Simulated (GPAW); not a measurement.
**Optical response of ZnCu**

Aim: the dielectric function of ZnCu, and the optical constants that follow from it.

Main program and level: GPAW 26.7.0; DFT, RPBE, plane-wave PAW (GPAW data sets), scalar-relativistic, RPA, optical limit.

**1. The structure**

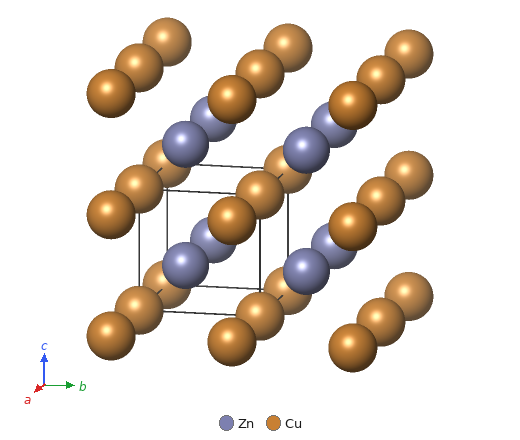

The starting structure, seen slightly off an axis (zinc blue, copper orange). 2×2×2 cells are drawn. Some periodic images of atoms are drawn too.

**2. Ground state**

The self-consistent density comes first; it also tells whether there is a gap, which decides the occupations and the need for a Drude term.

This step: DFT, RPBE, plane-wave PAW (GPAW data sets), scalar-relativistic, ground state (GPAW 26.7.0).

The input, gs.py:

```python
from ase import Atoms
from ase.dft.bandgap import bandgap
from gpaw import GPAW, PW, FermiDirac

atoms = Atoms(['Zn', 'Cu'],
              cell=[[2.945000000000, 0.000000000000, 0.000000000000],
                    [0.000000000000, 2.945000000000, 0.000000000000],
                    [0.000000000000, 0.000000000000, 2.945000000000]],
              scaled_positions=[[0.500000000000, 0.500000000000, 0.500000000000],
                                [0.000000000000, 0.000000000000, 0.000000000000]],
              pbc=[True, True, True])
atoms.calc = GPAW(mode=PW(450), xc='RPBE', kpts={'size': (8, 8, 8), 'gamma': True},
                  occupations=FermiDirac(0.05), maxiter=150, txt='gs.txt')
print('energy (eV)', atoms.get_potential_energy())
print('Fermi level (eV)', atoms.calc.get_fermi_level())
print('valence electrons', atoms.calc.get_number_of_electrons())
print('gap (eV)', bandgap(atoms.calc, output=None)[0])
print('direct gap (eV)', bandgap(atoms.calc, direct=True, output=None)[0])
atoms.calc.write('gs.gpw')
```

Started as:

```bash
> OMP_NUM_THREADS=1 python gs.py
```

Numbers of over 12 decimals in the logs are rounded to 6 here.

Output:

```text
__  _  _
 | _ |_)|_||  |
 |__||  | ||/\| - 26.7.0

Versions:
  Python: 3.12.14
  ASE:    3.29.0
  Numpy:  2.5.5
  Scipy:  1.18.1
  Libxc:  7.0.0

Input parameters:
  mode=PW(ecut=450.000000),
  kpts=MonkhorstPack(size=(8, 8, 8), gamma=True),
  maxiter=150,
  occupations=Occupations(name='fermi-dirac', width=0.05, fixmagmom=False),
  xc=XC(name='RPBE')

Diagonalizing LCAO Hamiltonian
Converting LCAO to pw mode
   .------.
  /|      |
 * |      |
 | | Zn   |
 | .------.
 |/      /
 Cu-----*

Atoms  # Å, Bohr magnetons
|   | symbol |        x |        y |        z |    initial magnetic moments |
| 0 |     Zn | 1.472500 | 1.472500 | 1.472500 | ( 0.0000,  0.0000,  0.0000) |
| 1 |     Cu | 0.000000 | 0.000000 | 0.000000 | ( 0.0000,  0.0000,  0.0000) |

Unit cell  # Å
| periodic |        x |        y |        z |  lengths |    angles |
|      yes | 2.945000 | 0.000000 | 0.000000 | 2.945000 | 90.000000 |
|      yes | 0.000000 | 2.945000 | 0.000000 | 2.945000 | 90.000000 |
|      yes | 0.000000 | 0.000000 | 2.945000 | 2.945000 | 90.000000 |

Number of symmetries: 48
Symmetry operations  # r_c * U_cc + t_c -> r_c
|    | kind |            matrix            |
|  0 |  E   |  1, 0, 0,  0, 1, 0,  0, 0, 1 |
|  1 |  σ   |  1, 0, 0,  0, 1, 0,  0, 0,-1 |
|  2 |  σ   |  1, 0, 0,  0, 0, 1,  0, 1, 0 |
|  3 |  C4  |  1, 0, 0,  0, 0, 1,  0,-1, 0 |
|  4 |  C4  |  1, 0, 0,  0, 0,-1,  0, 1, 0 |
|  5 |  σ   |  1, 0, 0,  0, 0,-1,  0,-1, 0 |
|  6 |  σ   |  1, 0, 0,  0,-1, 0,  0, 0, 1 |
|  7 |  C2  |  1, 0, 0,  0,-1, 0,  0, 0,-1 |
|  8 |  σ   |  0, 1, 0,  1, 0, 0,  0, 0, 1 |
|  9 |  C2  |  0, 1, 0,  1, 0, 0,  0, 0,-1 |
| 10 |  C3  |  0, 1, 0,  0, 0, 1,  1, 0, 0 |
| 11 |  S6  |  0, 1, 0,  0, 0, 1, -1, 0, 0 |
| 12 |  S6  |  0, 1, 0,  0, 0,-1,  1, 0, 0 |
| 13 |  C3  |  0, 1, 0,  0, 0,-1, -1, 0, 0 |
| 14 |  C4  |  0, 1, 0, -1, 0, 0,  0, 0, 1 |
| 15 |  S4  |  0, 1, 0, -1, 0, 0,  0, 0,-1 |
| 16 |  C3  |  0, 0, 1,  1, 0, 0,  0, 1, 0 |
| 17 |  S6  |  0, 0, 1,  1, 0, 0,  0,-1, 0 |
| 18 |  σ   |  0, 0, 1,  0, 1, 0,  1, 0, 0 |
| 19 |  C4  |  0, 0, 1,  0, 1, 0, -1, 0, 0 |
| 20 |  C2  |  0, 0, 1,  0,-1, 0,  1, 0, 0 |
| 21 |  S4  |  0, 0, 1,  0,-1, 0, -1, 0, 0 |
| 22 |  S6  |  0, 0, 1, -1, 0, 0,  0, 1, 0 |
| 23 |  C3  |  0, 0, 1, -1, 0, 0,  0,-1, 0 |
| 24 |  S6  |  0, 0,-1,  1, 0, 0,  0, 1, 0 |
| 25 |  C3  |  0, 0,-1,  1, 0, 0,  0,-1, 0 |
| 26 |  C4  |  0, 0,-1,  0, 1, 0,  1, 0, 0 |
| 27 |  σ   |  0, 0,-1,  0, 1, 0, -1, 0, 0 |
| 28 |  S4  |  0, 0,-1,  0,-1, 0,  1, 0, 0 |
| 29 |  C2  |  0, 0,-1,  0,-1, 0, -1, 0, 0 |
| 30 |  C3  |  0, 0,-1, -1, 0, 0,  0, 1, 0 |
| 31 |  S6  |  0, 0,-1, -1, 0, 0,  0,-1, 0 |
| 32 |  C4  |  0,-1, 0,  1, 0, 0,  0, 0, 1 |
| 33 |  S4  |  0,-1, 0,  1, 0, 0,  0, 0,-1 |
| 34 |  S6  |  0,-1, 0,  0, 0, 1,  1, 0, 0 |
| 35 |  C3  |  0,-1, 0,  0, 0, 1, -1, 0, 0 |
| 36 |  C3  |  0,-1, 0,  0, 0,-1,  1, 0, 0 |
| 37 |  S6  |  0,-1, 0,  0, 0,-1, -1, 0, 0 |
| 38 |  σ   |  0,-1, 0, -1, 0, 0,  0, 0, 1 |
| 39 |  C2  |  0,-1, 0, -1, 0, 0,  0, 0,-1 |
| 40 |  σ   | -1, 0, 0,  0, 1, 0,  0, 0, 1 |
| 41 |  C2  | -1, 0, 0,  0, 1, 0,  0, 0,-1 |
| 42 |  C2  | -1, 0, 0,  0, 0, 1,  0, 1, 0 |
| 43 |  S4  | -1, 0, 0,  0, 0, 1,  0,-1, 0 |
| 44 |  S4  | -1, 0, 0,  0, 0,-1,  0, 1, 0 |
| 45 |  C2  | -1, 0, 0,  0, 0,-1,  0,-1, 0 |
| 46 |  C2  | -1, 0, 0,  0,-1, 0,  0, 0, 1 |
| 47 |  i   | -1, 0, 0,  0,-1, 0,  0, 0,-1 |

BZ-sampling:
  Number of BZ points: 512
  Number of IBZ points: 35

  Monkhorst-Pack size: [8, 8, 8]
  Monkhorst-Pack shift: [0.0625, 0.0625, 0.0625]

K-points  # in reciprocal-cell coordinates
|     |                                coordinates |     weight |
|   0 | (  0.00000000,   0.00000000,   0.00000000) | 0.00195312 |
|   1 | (  0.12500000,   0.00000000,   0.00000000) | 0.01171875 |
|   2 | (  0.12500000,   0.12500000,   0.00000000) | 0.02343750 |
|   3 | (  0.12500000,   0.12500000,   0.12500000) | 0.01562500 |
|   4 | (  0.25000000,   0.00000000,   0.00000000) | 0.01171875 |
|   5 | (  0.25000000,   0.12500000,   0.00000000) | 0.04687500 |
|   6 | (  0.25000000,   0.12500000,   0.12500000) | 0.04687500 |
|   7 | (  0.25000000,   0.25000000,   0.00000000) | 0.02343750 |
|   8 | (  0.25000000,   0.25000000,   0.12500000) | 0.04687500 |
|   9 | (  0.25000000,   0.25000000,   0.25000000) | 0.01562500 |
| ... |                                            |            |
|  34 | (  0.50000000,   0.50000000,   0.50000000) | 0.00195312 |

Plane wave coefficients: 568
Cutoff: 450.000000 eV

Spin-components: 1 (collinear spins)
Bands:           18
Projectors:      12
Spin-degeneracy: 2
Datatype:        complex128

Parallelization:
  kpt:    1
  domain: 1
  band:   1

Density:
  Valence electrons: 23.0
  Components: 1
  Grid points: [15 15 15]
  Charge: 0.0  # |e|

Potential:
  Grid points: [15 15 15]

species:
  Zn:
    name:    Zinc
    id:
    Z:       30.0
    valence: 12
    core:    18
    charge:  0.0  # [|e|]
    compensation charges:
      type: gauss
      rc: 0.37  # [Å]
      lmax: 2
    cutoffs:
      filter: 2.14  # [Å]
      core: 2.28  # [Å]
    projectors
    | kind |    occ | energy [eV] | rcut [Å] |
    |   4s |  2.000 |      -5.882 |    1.286 |
    |   4p |  0.000 |      -1.115 |    1.270 |
    |   3d | 10.000 |     -10.078 |    1.180 |
    |    s |        |      21.329 |    1.286 |
    |    p |        |      26.096 |    1.270 |
    |    d |        |      17.133 |    1.180 |

    Using partial waves for Zn as LCAO basis

  Cu:
    name:    Copper
    id:
    Z:       29.0
    valence: 11
    core:    18
    charge:  0.0  # [|e|]
    compensation charges:
      type: gauss
      rc: 0.33  # [Å]
      lmax: 2
    cutoffs:
      filter: 2.06  # [Å]
      core: 2.43  # [Å]
    projectors
    | kind |    occ | energy [eV] | rcut [Å] |
    |   4s |  1.000 |      -4.495 |    1.164 |
    |   4p |  0.000 |      -0.718 |    1.164 |
    |   3d | 10.000 |      -4.953 |    1.058 |
    |    s |        |      22.716 |    1.164 |
    |    p |        |      26.494 |    1.164 |
    |    d |        |      22.259 |    1.058 |

    Using partial waves for Cu as LCAO basis

Reference energy: -93894.239951  # eV

eigensolver:
  PPCG
  Converge bands: occupied
  niter=2

density mixing:
  MSR1-Mixer
  Pratt-step length: 0.05
  Maximum mixing coefficient: 0.75
  Old densities: 10
  SVD Regularization: 0.005
  Good broyden scale: 1.0
  Trust region scale: 1.0
  Backstep threshold: 4.0
  History deletion threshold: 6.0
  Fourier metric: weight=20.0, sigma=0.015

occupation numbers:
  Fermi-Dirac:
    width: 0.0500  # eV

poisson solver:
  ecut: 3600.000000  # eV

xc functional:
  name: RPBE with 2 nearest neighbor stencil

convergence criteria:
- Maximum [total energy] change in last 3 cyles: 0.0005 eV / valence electron
- Maximum integral of absolute [dens]ity change: 0.0001 electrons / valence electron
- Maximum integral of absolute [eigenst]ate change: 4e-08 eV^2 / valence electron
maximum number of iterations: 150

SCF iterations
|iter     |      energy | eigst |  dens |
|iter:   1||   -5.164572 | +0.15 |       |
|iter:   2||   -4.663091 | -1.89 | -1.06 |
|iter:   3||   -4.118740 | -1.74 | -1.17 |
|iter:   4||   -4.096273 | -2.58 | -1.61 |
|iter:   5||   -4.093896 | -3.38 | -1.86 |
|iter:   6||   -4.094821c| -3.54 | -2.28 |
|iter:   7||   -4.094869c| -5.55 | -3.44 |
|iter:   8||   -4.094910c| -5.48 | -3.75 |
|iter:   9||   -4.094914c| -6.83 | -4.42c|
|iter:  10||   -4.094913c| -7.26 | -4.62c|
|iter:  11||   -4.094913c| -7.57c| -5.48c|

Converged in 11 steps
SCF loop duration: 5.728 s (0.521 s/step)
Energy contributions relative to reference atoms: (reference = -93894.239951)

Energy contributions:
  Kinetic:         -13.352233
  Coulomb:          12.703245
  Zero:              0.126727
  External:          0.000000
  Xc:               -3.570157
  Entropy:          -0.004990
  Spinorbit:         0.000000
  ----------------------------
  Free energy:      -4.097408
  Extrapolated:     -4.094913

dipole moment: (-6.394161, -6.394161, -6.394161)  # |e|*Ang

Fermi level: 7.786
Eigenvalues  # (at kpt = [0.000, 0.000, 0.000])
| band index |      eig [eV] | occ [0-2] |
|          0 |        -2.311 |     2.000 |
|        ... |               |           |
|          3 |         0.889 |     2.000 |
|          4 |         0.889 |     2.000 |
|          5 |         0.889 |     2.000 |
|          6 |         4.460 |     2.000 |
|          7 |         4.460 |     2.000 |
|          8 |         5.311 |     2.000 |
|          9 |         5.311 |     2.000 |
|         10 |         5.311 |     2.000 |
|         11 |        14.266 |     0.000 |
|         12 |        14.266 |     0.000 |
|         13 |        14.266 |     0.000 |
|         14 |        19.188 |     0.000 |
|         15 |        19.188 |     0.000 |
|         16 |        20.410 |     0.000 |
|         17 |        32.729 |     0.000 |

No gap
No difference between direct/indirect transitions

--- standard output ---
energy (eV) -4.094913
Fermi level (eV) 7.785965
valence electrons 23.0
gap (eV) 0.0
direct gap (eV) 0.0
```

Wall time 7.2 s (1 thread of Arm Neoverse V2, shared host); peak memory 0.13 GiB.

Read-outs, printed or worked out from the files:

- energy: -4.095 eV
- Fermi energy: 7.786 eV
- electrons: 23

There are states at the Fermi level within the smearing, so the occupations stay smeared and the carriers get a Drude term.

**3. Bands for the response**

At the fixed density, many empty bands are solved on the mesh of the response, since the spectrum sums over them.

This step: DFT, RPBE, plane-wave PAW (GPAW data sets), scalar-relativistic, bands at fixed density (GPAW 26.7.0).

The input, nscf.py:

```python
from ase.dft.bandgap import bandgap
from gpaw import GPAW, FermiDirac

calc = GPAW('gs.gpw').fixed_density(kpts={'size': (14, 14, 14), 'gamma': True}, nbands=33, convergence={'bands': 27},
                                    occupations=FermiDirac(0.05), txt='nscf.txt')
print('gap (eV)', bandgap(calc, output=None)[0])
print('direct gap (eV)', bandgap(calc, direct=True, output=None)[0])
print('top band over the Fermi level (eV)', min(calc.get_eigenvalues(kpt=k)[26] for k in range(len(calc.get_ibz_k_points()))) - calc.get_fermi_level())
calc.write('full.gpw', mode='all')
```

Started as:

```bash
> OMP_NUM_THREADS=1 python nscf.py
```

Output:

```text
Diagonalizing LCAO Hamiltonian
Converting LCAO to pw mode
convergence criteria:
- Maximum integral of absolute [eigenst]ate change: 4e-08 eV^2 / valence electron
maximum number of iterations: 150

SCF iterations
|iter     |      energy | eigst |  dens |
|iter:   1||             | +2.70 |       |
|iter:   2||             | +1.26 |       |
|iter:   3||             | +0.17 |       |
|iter:   4||             | -1.43 |       |
|iter:   5||             | -2.68 |       |
|iter:   6||             | -4.04 |       |
|iter:   7||             | -4.87 |       |
|iter:   8||             | -5.54 |       |
|iter:   9||             | -6.21 |       |
|iter:  10||             | -6.75 |       |
|iter:  11||             | -7.27 |       |
|iter:  12||             | -7.79c|       |
SCF steps: 12
  __  _  _
 | _ |_)|_||  |
 |__||  | ||/\| - 26.7.0

Versions:
  Python: 3.12.14
  ASE:    3.29.0
  Numpy:  2.5.5
  Scipy:  1.18.1
  Libxc:  7.0.0

Input parameters:
  mode=PW(ecut=450.000000),
  convergence={'bands': 27},
  gpts=array([15, 15, 15]),
  kpts=MonkhorstPack(size=(14, 14, 14), gamma=True),
  maxiter=150,
  nbands=33,
  occupations=Occupations(name='fermi-dirac', width=0.05, fixmagmom=False),
  parallel={},
  xc=XC(name='RPBE')

--- standard output ---
gap (eV) 0.0
direct gap (eV) 0.0
top band over the Fermi level (eV) 26.731505
```

Elapsed: 37 s, on 1 thread; peak memory 0.18 GiB.

**4. Dielectric function, RPA**

Local fields let the induced charge screen the field inside the cell, which as a rule lowers ε, most along directions where the density is uneven.

This step: DFT, RPBE, plane-wave PAW (GPAW data sets), scalar-relativistic, RPA, optical limit (GPAW 26.7.0).

The input, df.py:

```python
from gpaw.response.df import DielectricFunction

df = DielectricFunction('full.gpw', frequencies={'type': 'nonlinear', 'domega0': 0.03, 'omega2': 8},
                        ecut=50,
                        eta=0.2,
                        nbands=27,
                        rate=0.1,
                        txt='df.txt')
for direction in ['x']:
    df.get_dielectric_function(xc='RPA', direction=direction, filename=f'df_{direction}.csv')
```

Started as:

```bash
> OMP_NUM_THREADS=1 python df.py
```

Output:

```text
Using integrator: PointIntegrator
NonLinearFrequencyDescriptor(from 0.000 to 50.231 eV, 466 points)
Nonperiodic BCs:  [False False False]
Using integrator: PointIntegrator
NonLinearFrequencyDescriptor(from 0.000 to 50.231 eV, 466 points)
Nonperiodic BCs:  [False False False]
Using integrator: PointIntegrator

Calculating chi0 body with:
    Ground state adapter containing:
    Number of spins: 1
    Number of kpoints: 2744
    Number of irreducible kpoints: 120
    Number of completely occupied states: 10
    Number of partially occupied states: 12

    Linear response parametrization:
    q_c: [0.0, 0.0, 0.0]
    Number of frequency points: 466
    Planewave cutoff: 50.0
    Number of bands: 27
    Number of planewaves: 19
    Broadening (eta): 0.2

Integrating chi0 body.

Symmetries of q_c:
    Direct symmetries (Uq -> q): 48
    Indirect symmetries (TUq -> q): 0
In total 48 allowed symmetries.

120 groups of equivalent kpoints. 95.626822% reduction.

Integral kind: spectral function

Calculating chi0 optical extensions with:
    Ground state adapter containing:
    Number of spins: 1
    Number of kpoints: 2744
    Number of irreducible kpoints: 120
    Number of completely occupied states: 10
    Number of partially occupied states: 12

    Linear response parametrization:
    Number of frequency points: 466
    Planewave cutoff: 50.0
    Number of bands: 27
    Number of planewaves: 19
    Broadening (eta): 0.2
Integrating chi0 head and wings.

Symmetries of q_c:
    Direct symmetries (Uq -> q): 48
    Indirect symmetries (TUq -> q): 0
In total 48 allowed symmetries.

120 groups of equivalent kpoints. 95.626822% reduction.

Integral kind: spectral function wings

Calculating drude chi0 with:
    Number of frequency points:466
    Plasma frequency decay rate: 0.1 eV

    Ground state adapter containing:
    Number of spins: 1
    Number of kpoints: 2744
    Number of irreducible kpoints: 120
    Number of completely occupied states: 10
    Number of partially occupied states: 12

Symmetries of q_c:
    Direct symmetries (Uq -> q): 48
    Indirect symmetries (TUq -> q): 0
In total 48 allowed symmetries.

120 groups of equivalent kpoints. 95.626822% reduction.

Integral kind: intraband
Plasma frequency:
[[7.82+0.j 0.  +0.j 0.  +0.j]
 [0.  +0.j 7.82+0.j 0.  +0.j]
 [0.  +0.j 0.  +0.j 7.82+0.j]]
```

Wall time 6.8 s (1 thread); peak memory 0.24 GiB.

Sum at mesh points, not converged in k. The Im ε, E ∥ x by photon energy; read off at these points:

| photon energy (eV) | Im ε, E ∥ x |
| --- | --- |
| 1.0 | 15.4 |
| 2.0 | 3.23 |
| 2.7 | 9.52 |
| 3.0 | 8.91 |
| 3.4 | 11.7 |
| 4.0 | 8.18 |
| 5.0 | 5.10 |
| 6.0 | 3.42 |
| 7.0 | 3.25 |
| 8.0 | 2.21 |
| 9.0 | 1.96 |
| 10.0 | 1.44 |
| 11.0 | 1.31 |
| 12.0 | 1.05 |
| 13.0 | 0.882 |
| 14.0 | 0.777 |
| 15.0 | 0.690 |
| 16.0 | 0.681 |
| 17.0 | 0.630 |
| 18.0 | 0.601 |
| 19.0 | 0.557 |

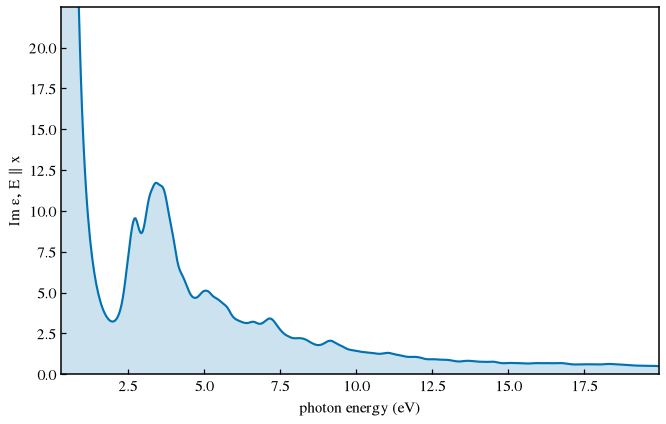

Im ε, E ∥ x, plotted against photon energy. Below 1 eV the curve runs off the scale.

(Part 1 of 2 ends here.)

[Machine, clock and banner lines and Python warnings are left out of the logs.]

[Logs are printed without paths, hosts, clocks, repeated set-up lines and the standing remarks that a program may print on its own settings, such as how far it seeks lower states.]

[Hosts, paths, dates, database ids (printed as entryN), source tags and the programs' standing remarks are cut or masked in the printed files.]
